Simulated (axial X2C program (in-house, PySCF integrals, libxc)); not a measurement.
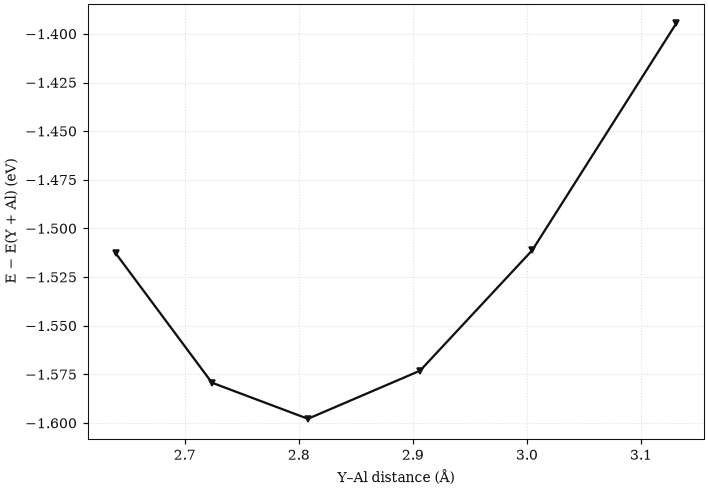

Fig. 1: Energy at 6 bond lengths, for one set of occupations held fixed; the line joins the points. A polynomial of degree 4 through 6 points gives rₑ = 2.804 Å, ωₑ = 263.5 cm⁻¹, ωₑxₑ = 0.89 cm⁻¹ and Bₑ = 0.1036 cm⁻¹. The minimum lies 1.60 eV below Y + Al, each computed as one determinant at the same level.

**YAl: relativistic diatomic calculation**

YAl, single determinant with Ω = 1. Computed at this level: PBE0, two-component X2C with atomic mean-field Coulomb and Gaunt terms, Y dyall-cv3z, Al dyall-v3z (cores contracted) (axial X2C program (in-house, PySCF integrals, libxc)).

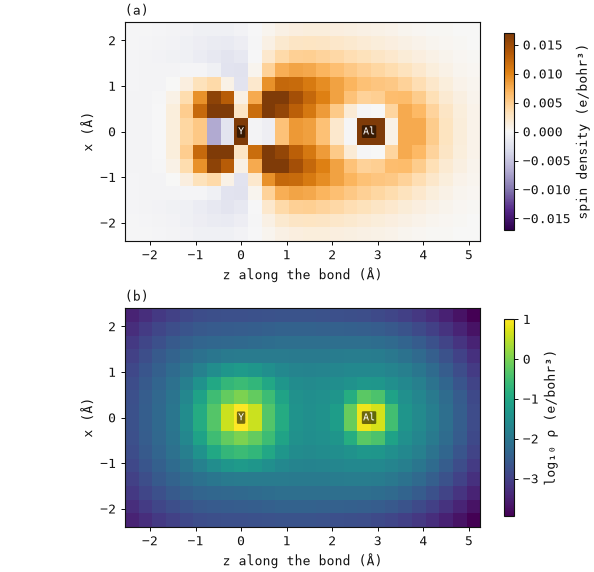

Fig. 2: (a) spin density; (b) electron density on a logarithmic scale, in a plane that holds the axis, at 2.81 Å, on points 0.3 Å apart (one half computed, the other mirrored); the structure near the nuclei is finer than these points.

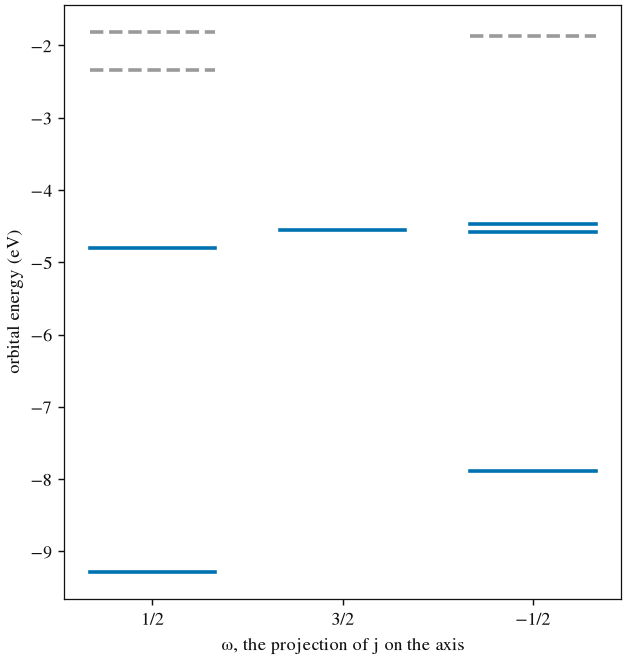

Fig. 3: Orbital energies near the frontier at 2.81 Å, filled (solid) and empty (dashed). The highest filled spinor (−1/2; 60 % Y s, 16 % Y p) lies at −4.47 eV, the lowest empty one (1/2; 36 % Y d, 34 % Y s) at −2.34 eV.

These pictures come from the run below.

Input:
```
{"zs": [39, 13], "q": 0, "bas": ["dyall-cv3z", "dyall-v3z"], "levels": ["PBE0", "HF", "r2SCAN"], "cc": true, "r0": 2.89, "thr": -2.0, "nmax": 90, "npts": 10, "nst": 2, "ntry": 6}
```

The line is the task of a batch: nuclear charges, charge, bases, the levels to run, a first guess of the distance and further settings. This report covers PBE0 with spin-orbit coupling. The log is that of the reference distance 2.808 Å, started from orbitals converged before.

The run was one of a batch that the task file lists, launched with:
```bash
python <driver script> task.json out
```

Log:
```
two-component X2C + atomic mean field  PBE0
basis functions 210  fitting functions 1044  grid points 5085
iter        total energy     max residual
   1      -3626.090461433     2.66e-06
   2      -3626.090461434     1.79e-06
converged
one-electron -5200.89713205  Coulomb 1609.36392754  exact exchange -31.62315996  xc functional -96.99156746  nuclear repulsion 95.54588531  atomic mean-field constant -1.48841481
```

The points of the curve:

```
R (Å)   E (hartree)  dipole (D; origin at the first atom, positive when the second is positive)  highest filled (eV)  lowest empty (eV)
2.639  −3626.087336                                                                       −2.07                −4.41              −2.33
2.724  −3626.089779                                                                       −2.11                −4.44              −2.33
2.808  −3626.090461                                                                       −2.13                −4.47              −2.34
2.906  −3626.089553                                                                       −2.14                −4.45              −2.34
3.005  −3626.087280                                                                       −2.13                −4.34              −2.34
3.131  −3626.082994                                                                       −2.08                −4.22              −2.34
```

Results in brief:

- outcome: converged
- bond length rₑ: 2.804 Å
- ωₑ: 263.5 cm⁻¹
- energy at the minimum: −3626.09046 hartree
- depth below the fragments: 1.60 eV
- hardware: 1 thread of Intel Xeon (Granite Rapids), 64 GiB of memory available, shared host
- wall time: 4 s

Remarks:

To bear in mind: 6 of the 10 points asked for were kept.
